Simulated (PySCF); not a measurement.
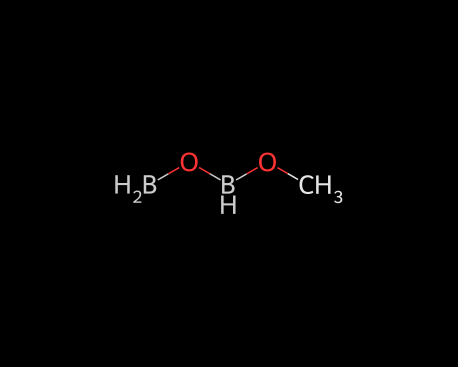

2D structure.

Give its SMILES.

BOBOC

Give the formula, hydrogens included.

CH6B2O2.

An optimisation with PBE0-D3(BJ)/def2-SVP gave a structure of which point group?

C1. Other conformers may differ.

More results for the same structure follow; atom numbers are the same in all pictures, views and colours differ. The computed structure is the end point of a PBE0-D3(BJ)/def2-SVP optimisation. No frequency run is at hand to confirm it as a minimum.

**Geometry**

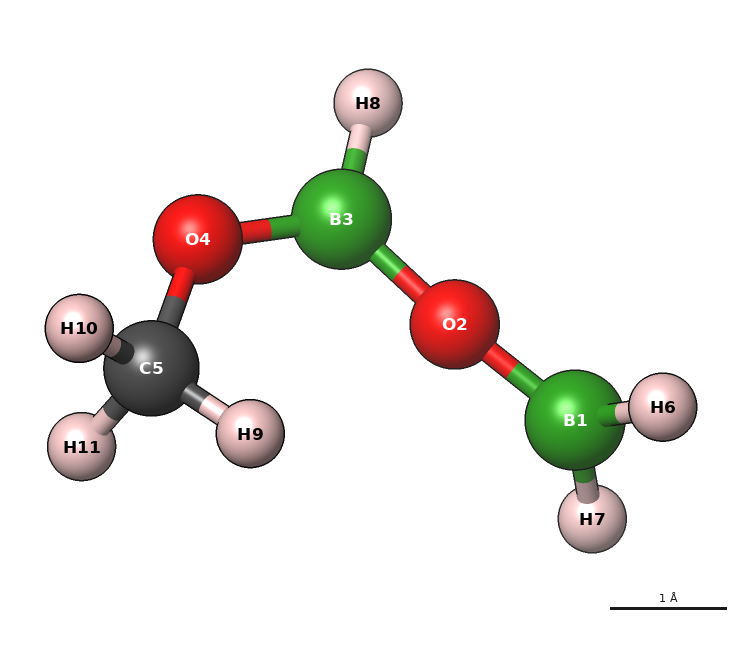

No frequency run is at hand to confirm it as a minimum.

Give these bond angles: O2–B1–H6, O2–B1–H7, B1–O2–B3, O2–B3–O4, O2–B3–H8, O4–B3–H8, B3–O4–C5, O4–C5–H9, O4–C5–H10, O4–C5–H11.

| angle | degrees |
| --- | --- |
| O2–B1–H6 | 118.9 |
| O2–B1–H7 | 119.0 |
| B1–O2–B3 | 173.7 |
| O2–B3–O4 | 121.8 |
| O2–B3–H8 | 119.9 |
| O4–B3–H8 | 118.3 |
| B3–O4–C5 | 124.3 |
| O4–C5–H9 | 112.4 |
| O4–C5–H10 | 108.7 |
| O4–C5–H11 | 109.9 |

**Core levels**

No frequency run is at hand to confirm it as a minimum. Properties computed with delta-SCF UKS PBE0, pcX-2 on the ionised atom, pcseg-1 elsewhere, spin-free X2C (PySCF 2.14.0).

Give the core-electron binding energies (to vacuum) of B1 1s, O2 1s, B3 1s, O4 1s, C5 1s.

```
atom  level  binding energy (eV)
  B1     1s                197.0
  O2     1s                538.5
  B3     1s                197.3
  O4     1s                538.2
  C5     1s                292.2
```

**Spin–spin coupling**

No frequency run is at hand to confirm it as a minimum. Method: B3LYP/6-31G* indirect spin-spin coupling, non-relativistic, gas phase (PySCF 2.14.0). Isotopes: 11B, 13C, 1H, 17O.

Give the spin–spin coupling constants of these pairs, with the number of bonds between them: B3/H8, B3/O4, B1/B3, B1/H8, B3/H10.

```tsv
pair	bonds apart	J (Hz)
B3, H8	1	198.5
B3, O4	1	−13.6
B1, B3	2	3.0
B1, H8	3	1.5
B3, H10	3	4.8
```

**Levels of theory compared**

No frequency run is at hand to confirm it as a minimum. Program: PySCF 2.14.0.

Tabulate HOMO–LUMO gap (eV), dipole (D) at these levels: B3LYP/6-31G*; B3LYP/pcSseg-2; B97-D/pcSseg-2; BLYP/pcSseg-2; BP86/pcSseg-2; KT2/pcSseg-2; KT3/pcSseg-2; LDA/pcSseg-2; OPBE/pcSseg-2; PBE/pcSseg-2.

| level | HOMO–LUMO gap (eV) | dipole (D) |
| --- | --- | --- |
| B3LYP/6-31G* | 7.39 | 1.39 |
| B3LYP/pcSseg-2 | 7.04 | 1.31 |
| B97-D/pcSseg-2 | 5.30 | 1.30 |
| BLYP/pcSseg-2 | 5.12 | 1.33 |
| BP86/pcSseg-2 | 5.15 | 1.33 |
| KT2/pcSseg-2 | 5.18 | 1.28 |
| KT3/pcSseg-2 | 5.29 | 1.26 |
| LDA/pcSseg-2 | 4.88 | 1.38 |
| OPBE/pcSseg-2 | 5.21 | 1.30 |
| PBE/pcSseg-2 | 5.07 | 1.33 |

**Quadrupole coupling**

No frequency run is at hand to confirm it as a minimum. Electric field gradients from the ground-state density, B3LYP/6-31G* (PySCF 2.14.0), non-relativistic apart from any core potentials.

Give the largest field-gradient component, the quadrupole coupling constant and the asymmetry for 11B at B1 (Q = 40.59 mb), 17O at O2 (Q = −25.6 mb), 11B at B3 (Q = 40.59 mb), 17O at O4 (Q = −25.6 mb), 2H at H6 (Q = 2.86 mb), 2H at H7 (Q = 2.86 mb), 2H at H8 (Q = 2.86 mb), 2H at H9 (Q = 2.86 mb).

| atom | V_zz (a.u.) | e²qQ/h (MHz) | η |
| --- | --- | --- | --- |
| B1 | 0.423 | 4.03 | 0.43 |
| O2 | 0.877 | −5.28 | 0.56 |
| B3 | 0.290 | 2.77 | 0.66 |
| O4 | 1.435 | −8.63 | 0.04 |
| H6 | 0.189 | 0.127 | 0.06 |
| H7 | 0.189 | 0.127 | 0.06 |
| H8 | 0.196 | 0.132 | 0.01 |
| H9 | 0.268 | 0.180 | 0.08 |
